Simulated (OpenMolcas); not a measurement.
# Single-point calculation, with input and output: C₃H₉N (charge +1) (part 2 of 2)

C₃H₉N, charge +1, multiplicity 2; SSB-D (no dispersion term)/3-21G, UKS (OpenMolcas 26.06). The geometry is that of the parent species in another charge or spin state. The geometry comes from this level: GFN2-xTB.

Geometry of the input (Å):
```
C  -0.5192  1.0083  -0.7864
N  -0.4238  -0.0360  0.2114
C  0.5457  0.2992  1.2327
C  -0.1281  -1.3158  -0.3949
H  -1.2950  0.7464  -1.5046
H  -0.7982  1.9425  -0.3008
H  0.4254  1.1652  -1.3318
H  0.2612  1.2409  1.6996
H  1.5683  0.3998  0.8338
H  0.5458  -0.4798  1.9939
H  -0.9125  -1.5620  -1.1098
H  -0.1109  -2.0828  0.3782
H  0.8413  -1.3259  -0.9213
```

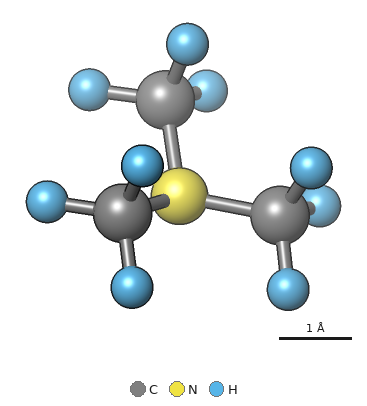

Fig. 1: The input geometry (ball-and-stick view, seen at a tilt).

What the program printed, continued:
```
      Symmetry species               1
                                     a
      Frozen orbitals                0
      Start temperature = 0.500
      End temperature   = 0.010
      Temperature Factor= 0.460
      Deleted orbitals               0
      Total number of orbitals      54
      Number of basis functions     54
--

      Molecular charge                           1.000

      Numerical integration parameters
      --------------------------------
      Radial quadrature type:                         MHL
      Size of radial grid:                            75
      Lebedev angular grid:                           29
      Angular grid pruned with the crowding factor:  3.00E+00
                                 and fading factor:  6.00E+00
      Screening threshold for integral computation:   1.00E-11
      Radial quadrature accuracy:                     1.00E-25
      Maximum batch size:                             128
      AO values are stored on disk
      The same grid will be used for all iterations.

      DFT functional specifications
      -----------------------------
      Using Libxc version: 6.2.2
      Please cite the following reference:
      S. Lehtola, C. Steigemann, M. J.T. Oliveira, and M. A.L. Marques.,  SoftwareX 7, 1–5 (2018) doi:10.1016/j.softx.2017.11.002

      * Swart, Sola and Bickelhaupt dispersion
      * Perdew, Burke & Ernzerhof
        - J. P. Perdew, K. Burke, and M. Ernzerhof.,  Phys. Rev. Lett. 77, 3865 (1996) doi:10.1103/PhysRevLett.77.3865
        - J. P. Perdew, K. Burke, and M. Ernzerhof.,  Phys. Rev. Lett. 78, 1396 (1997) doi:10.1103/PhysRevLett.78.1396

++    Optimization specifications:
      ----------------------------

      SCF Algorithm: Conventional USCF
      D(i)-D(i-1) density differences are used
      Number of density matrices in core                 5
      Maximum number of NDDO SCF iterations            400
      Maximum number of HF SCF iterations              400
      Threshold for SCF energy change             1.00E-09
      Threshold for density matrix                1.00E-04
      Threshold for Fock matrix                   1.50E-04
      Threshold for linear dependence             1.00E-09
      Threshold at which DIIS is turned on        1.50E-01
      Maximum depth in the DIIS procedure                5
      Maximum depth in the BFGS Hessian update          30
      Threshold at which QNR/C2DIIS is turned on  7.50E-02
      Threshold for Norm(delta) (QNR/C2DIIS)      1.00E-03
      All orbitals punched on: UHFORB
--

      Input vectors read from INPORB
      Orbital file label: *Guess orbitals

++ Convergence information
                               UHF SSBD       iterations: Energy and convergence statistics

Iter     Tot. SSBD       One-elec.       Two-elec.     Energy      Max Dij or  Max Fij      DNorm      TNorm      AccCon     Time
         Energy          Energy          Energy        Change      Delta Norm                                                in Sec.
   1  -168.298483610  -516.532722007   209.036612932   0.00E+00    1.98E-01*   3.19E-01*    8.47E+00   1.05E+02   None         1.
   2  -171.440525910  -522.718098128   212.079946753  -3.14E+00*   1.89E-01*   1.57E-01*    7.38E+00   1.06E+02   EDIIS        0.
   3  -173.449364985  -521.072945084   208.425954634  -2.01E+00*   5.26E-01*   2.69E-01*    6.63E+00   1.05E+02   EDIIS        0.
   4  -172.866361270  -535.733214381   223.669227646   5.83E-01*   9.41E-02*   1.72E-01*    4.73E+00   1.09E+02   EDIIS        0.
   5  -174.630310416  -525.446023169   211.618087289  -1.76E+00*   5.46E-01*   8.94E-02*    2.85E+00   1.06E+02   EDIIS        0.
   6  -174.489843246  -529.963144161   216.275675451   1.40E-01*   8.39E-02*   4.42E-02*    1.37E+00   1.07E+02   EDIIS        0.
   7  -174.676758243  -527.630972852   213.756589144  -1.87E-01*   2.43E-01*   3.37E-02*    4.37E-01   1.06E+02   EDIIS        0.
   8  -174.667106582  -525.970540596   212.105808549   9.65E-03*   5.38E-02*   1.86E-02*    4.73E-01   1.06E+02   EDIIS        0.

       Fermi aufbau procedure completed!
      nOcc(alpha)=   17
      nOcc(beta) =   16

   9  -174.684376703  -526.769707013   212.887704845  -1.73E-02*   5.00E-03*   4.09E-03*    7.76E-02   1.06E+02   c2DIIS       0.
  10  -174.684860070  -526.962737056   213.080251522  -4.83E-04*   1.10E-02*   7.34E-04*    2.04E-02   1.06E+02   QNRc2DIIS    0.
  11  -174.684855164  -526.934242491   213.051761863   4.91E-06*   6.32E-03*   9.83E-04*    1.72E-02   1.06E+02   QNRc2DIIS    0.
  12  -174.684868105  -526.939793413   213.057299844  -1.29E-05*   1.43E-03*   2.15E-04*    8.36E-03   1.06E+02   QNRc2DIIS    0.
  13  -174.684868632  -526.949287609   213.066793512  -5.28E-07*   5.31E-04    5.05E-05     2.48E-03   1.06E+02   QNRc2DIIS    0.
  14  -174.684868663  -526.946088253   213.063594125  -3.10E-08*   2.26E-04    2.49E-05     8.26E-04   1.06E+02   QNRc2DIIS    0.
  15  -174.684868677  -526.946913077   213.064418935  -1.36E-08*   9.40E-06    7.45E-07     3.90E-04   1.06E+02   QNRc2DIIS    0.
  16  -174.684868677  -526.946911337   213.064417196  -1.43E-11    2.97E-06    2.79E-07     1.77E-05   1.06E+02   QNRc2DIIS    0.

       Convergence after  16 Iterations
--

 *****************************************************************************************************************************
 *                                             SCF/KS-DFT Program, Final results                                             *
 *                                                       Final Results                                                       *
 *****************************************************************************************************************************

::    Total KS-DFT energy                            -174.6848686768
      One-electron energy                            -526.9469113371
      Two-electron energy                             213.0644171957
      Nuclear repulsion energy                        139.1976254647
      Kinetic energy (interpolated)                   171.9168033967
      Virial theorem                                    1.0161011910
      Total spin, S(S+1)                                0.7528419615
      Total spin, S                                     0.5014199726
      Max non-diagonal density matrix element           0.0000008584
      Max non-diagonal Fock matrix element              0.0000000431

      All orbitals with orbital energies smaller than  E(LUMO)+0.5 are printed

++    Molecular orbitals:
      -------------------

      Title: UKS-DFT orbitals (alpha)

      Molecular orbitals for symmetry species 1: a

          Orbital            1         2         3         4         5         6         7         8         9        10
          Energy          -14.4521  -10.2242  -10.2241  -10.2234   -1.1858   -0.9142   -0.9141   -0.7934   -0.6959   -0.6891
          Occ. No.          1.0000    1.0000    1.0000    1.0000    1.0000    1.0000    1.0000    1.0000    1.0000    1.0000

          Orbital           11        12        13        14        15        16        17        18        19        20
          Energy           -0.6890   -0.5948   -0.5947   -0.5656   -0.5656   -0.5558   -0.4988   -0.1443   -0.0855   -0.0837
          Occ. No.          1.0000    1.0000    1.0000    1.0000    1.0000    1.0000    1.0000    0.0000    0.0000    0.0000

          Orbital           21        22        23        24        25        26        27        28        29
          Energy           -0.0835   -0.0659   -0.0646   -0.0644   -0.0274   -0.0272   -0.0114   -0.0109    0.0122
          Occ. No.          0.0000    0.0000    0.0000    0.0000    0.0000    0.0000    0.0000    0.0000    0.0000

--

      All orbitals with orbital energies smaller than  E(LUMO)+0.5 are printed

++    Molecular orbitals:
      -------------------

      Title: UKS-DFT orbitals (beta)

      Molecular orbitals for symmetry species 1: a

          Orbital            1         2         3         4         5         6         7         8         9        10
          Energy          -14.4448  -10.2242  -10.2241  -10.2234   -1.1584   -0.9076   -0.9075   -0.7792   -0.6789   -0.6788
          Occ. No.          1.0000    1.0000    1.0000    1.0000    1.0000    1.0000    1.0000    1.0000    1.0000    1.0000

          Orbital           11        12        13        14        15        16        17        18        19        20
          Energy           -0.6672   -0.5886   -0.5885   -0.5608   -0.5607   -0.5544   -0.4301   -0.1383   -0.0797   -0.0795
          Occ. No.          1.0000    1.0000    1.0000    1.0000    1.0000    1.0000    0.0000    0.0000    0.0000    0.0000

          Orbital           21        22        23        24        25        26        27        28        29
          Energy           -0.0763   -0.0551   -0.0548   -0.0540   -0.0254   -0.0252   -0.0011   -0.0006    0.0134
          Occ. No.          0.0000    0.0000    0.0000    0.0000    0.0000    0.0000    0.0000    0.0000    0.0000

--

++    Molecular charges:
      ------------------

      Mulliken charges per centre and basis function type
      ---------------------------------------------------

                            C1                      N2                      C3                      C4                      H5                      H6
                     alpha        beta       alpha        beta       alpha        beta       alpha        beta       alpha        beta       alpha        beta
      1s           1.7417      1.7518      1.9230      1.8391      1.7418      1.7518      1.7416      1.7517      0.3368      0.3269      0.3368      0.3268
      2px          0.5887      0.5886      0.8427      0.3296      0.4607      0.4609      0.5795      0.5769      0.0000      0.0000      0.0000      0.0000
      2pz          0.4702      0.4780      0.6827      0.5324      0.4583      0.4746      0.5589      0.5624      0.0000      0.0000      0.0000      0.0000
      2py          0.4609      0.4740      0.6314      0.5972      0.6008      0.6048      0.3813      0.4011      0.0000      0.0000      0.0000      0.0000
      Total        3.2616      3.2923      4.0798      3.2982      3.2616      3.2922      3.2613      3.2921      0.3368      0.3269      0.3368      0.3268
      Total              6.5539                  7.3780                  6.5538                  6.5533                  0.6637                  0.6636

      Charge           -0.5539                 -0.3780                 -0.5538                 -0.5533                  0.3363                  0.3364

                            H7                      H8                      H9                      H10                     H11                     H12
                     alpha        beta       alpha        beta       alpha        beta       alpha        beta       alpha        beta       alpha        beta
      1s           0.3715      0.2882      0.3368      0.3270      0.3716      0.2881      0.3368      0.3267      0.3369      0.3264      0.3368      0.3271
      2px          0.0000      0.0000      0.0000      0.0000      0.0000      0.0000      0.0000      0.0000      0.0000      0.0000      0.0000      0.0000
      2pz          0.0000      0.0000      0.0000      0.0000      0.0000      0.0000      0.0000      0.0000      0.0000      0.0000      0.0000      0.0000
      2py          0.0000      0.0000      0.0000      0.0000      0.0000      0.0000      0.0000      0.0000      0.0000      0.0000      0.0000      0.0000
      Total        0.3715      0.2882      0.3368      0.3270      0.3716      0.2881      0.3368      0.3267      0.3369      0.3264      0.3368      0.3271
      Total              0.6598                  0.6637                  0.6597                  0.6635                  0.6633                  0.6639

      Charge            0.3402                  0.3363                  0.3403                  0.3365                  0.3367                  0.3361

                            H13
                     alpha        beta
      1s           0.3718      0.2880
      2px          0.0000      0.0000
      2pz          0.0000      0.0000
      2py          0.0000      0.0000
      Total        0.3718      0.2880
      Total              0.6599

      Charge            0.3401

      Total electronic charge=   33.000000

      Total            charge=    1.000000
--

++    Molecular orbitals:
      -------------------

      Title: Natural orbitals

      Molecular orbitals for symmetry species 1: a

          Orbital            1         2         3         4         5         6         7         8         9        10
          Energy          -14.4265  -10.2242  -10.2241  -10.2234   -0.8028   -0.8054   -0.5560   -0.6275   -0.6303   -0.9272
          Occ. No.          2.0000    2.0000    2.0000    2.0000    2.0000    2.0000    2.0000    2.0000    2.0000    2.0000

          Orbital           11        12        13        14        15        16        17        18        19        20
          Energy           -0.6281   -0.6278   -0.9948   -0.6886   -0.6884   -0.7354   -0.4671    0.1554    0.0190    0.0195
          Occ. No.          1.9999    1.9999    1.9998    1.9997    1.9997    1.9996    1.0000    0.0004    0.0003    0.0003

          Orbital           21        22        23        24        25        26        27        28        29        30
          Energy            0.0105    0.1255    0.1264    0.6392    0.1642    0.1603    0.2946    0.6368    0.6356    2.1893
          Occ. No.          0.0002    0.0001    0.0001    0.0000    0.0000    0.0000    0.0000    0.0000    0.0000    0.0000

          Orbital           31        32        33        34        35        36        37        38        39        40
          Energy            0.8359    0.8363    0.8011    0.2554    0.4134    0.4297    0.3983    0.3912    0.4921    0.4757
          Occ. No.          0.0000    0.0000    0.0000    0.0000    0.0000    0.0000    0.0000    0.0000    0.0000    0.0000

          Orbital           41        42        43        44        45        46        47        48        49        50
          Energy            0.5659    0.5636    0.6037    0.5386    0.6505    0.9919    0.6986    0.9698    0.9218    0.8603
          Occ. No.          0.0000    0.0000    0.0000    0.0000    0.0000    0.0000    0.0000    0.0000    0.0000    0.0000

          Orbital           51        52        53
          Energy            1.0263    0.9130    0.9739
          Occ. No.          0.0000    0.0000    0.0000

--

++    Molecular properties:
      ---------------------

      Charge (e):
                      =    1.0000
      Dipole Moment (debye):
      Origin of the operator (angstrom)=   -0.1121   -0.0095    0.0561
                   X=  1.0001E+00               Y=  8.2808E-02               Z= -5.0046E-01           Total=  1.1214E+00
      Center of Charge (angstrom)
                     X=    0.09608317               Y=    0.00777473               Z=   -0.04811205
      Quadrupole Moment (debye*angstrom):
      Origin of the operator (angstrom)=   -0.1121   -0.0095    0.0561
                  XX= -2.1772E+01              XY= -3.6759E-01              XZ=  2.1658E+00              YY= -1.7462E+01
                  YZ=  1.8537E-01              ZZ= -1.8500E+01
      In traceless form (debye*angstrom)
                  XX= -3.7916E+00              XY= -5.5138E-01              XZ=  3.2487E+00              YY=  2.6747E+00
                  YZ=  2.7806E-01              ZZ=  1.1168E+00
--

--- Stop Module: scf /rc=_RC_ALL_IS_WELL_ ---
--- Module scf spent 7 seconds ---

.##################.
.# Happy landing! #.
.##################.

    Timing: Wall=8.73 User=7.90 System=0.77
```

Key numbers:

- outcome: converged
- total energy: −174.684869 hartree
- basis functions: 54
- ⟨S²⟩: 0.753
- wall time: 9 s
- peak memory: 0.39 GiB
